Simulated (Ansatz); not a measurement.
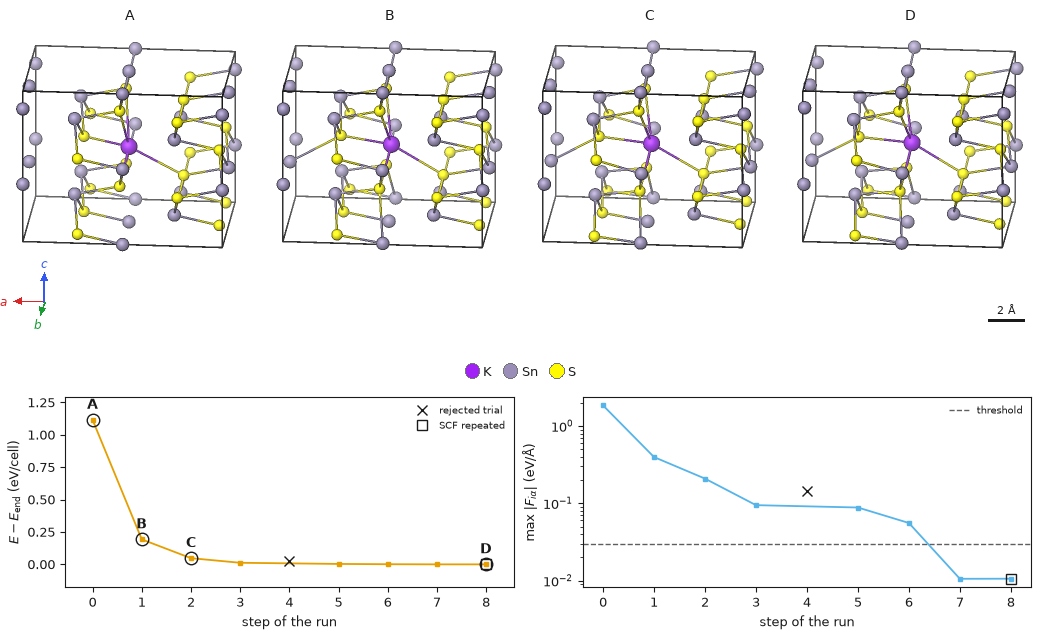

Frames of a relaxation of a defect cell of composition KSn15S16 (cell charge −1), marked on the history of the run. Style: ball-and-stick. Shown: the cell of the calculation (origin shifted), from a free direction.

Computed with Ansatz 0.2.0, DFT, PBE, plane-wave PAW, default files, scalar-relativistic. Set-up: plane-wave cutoff 420 eV; k-point mesh 2 × 3 × 2; occupations fermi dirac; smearing width 0.01 eV; no spin polarisation; atoms relaxed in a fixed cell; force threshold 0.03 eV/Å; at most 40 steps.

Q: What happens along the run?

A: Over 6 accepted moves (8 points after the start) the energy falls by 1.116 eV per cell of the calculation. The largest force component goes from 1.8 to 0.011 eV/Å. The line search rejected the trial step at point 4 of the run. 1 step only repeated the SCF at the same geometry. The largest moves, 0.30 Å, are those of K and S atoms. Largest moves by element: K 0.30 Å, S 0.29 Å, Sn 0.24 Å. The cell stays as it was. Near-neighbour distances that change, for instance: S–Sn 3.521 → 3.071 Å, K–S 2.647 → 3.080 Å, K–S 2.630 → 3.051 Å, S–Sn 3.454 → 3.109 Å. Among the angles between lasting bonds that change: S–K–S 96.7° → 84.0°, S–K–S 164.4° → 153.6°, K–S–Sn 105.3° → 95.6°. From step 0 to 1: the K atom moves most (0.20 Å), energy −0.923 eV per cell of the calculation. From step 1 to 2: a Sn atom moves most (0.19 Å), energy −0.145 eV per cell of the calculation. From step 2 to 8: an S atom moves most (0.06 Å), energy −47.8 meV per cell of the calculation.

| step | E − E(0), meV/atom | largest force component, eV/Å | note |
| --- | --- | --- | --- |
| 0 | 0.00 | 1.8465 |  |
| 1 | -28.84 | 0.3967 |  |
| 2 | -33.37 | 0.2088 |  |
| 3 | -34.48 | 0.0947 |  |
| 4 | -34.10 | 0.1447 | rejected |
| 5 | -34.77 | 0.0883 |  |
| 6 | -34.83 | 0.0557 |  |
| 7 | -34.86 | 0.0106 |  |
| 8 | -34.86 | 0.0106 | same geometry, SCF repeated |

Limits of the set-up: the periodic images lie only 7.9 Å apart, so the values are limited by the cell's size; the cell is charged, on a uniform background, and energies carry no finite-size correction.
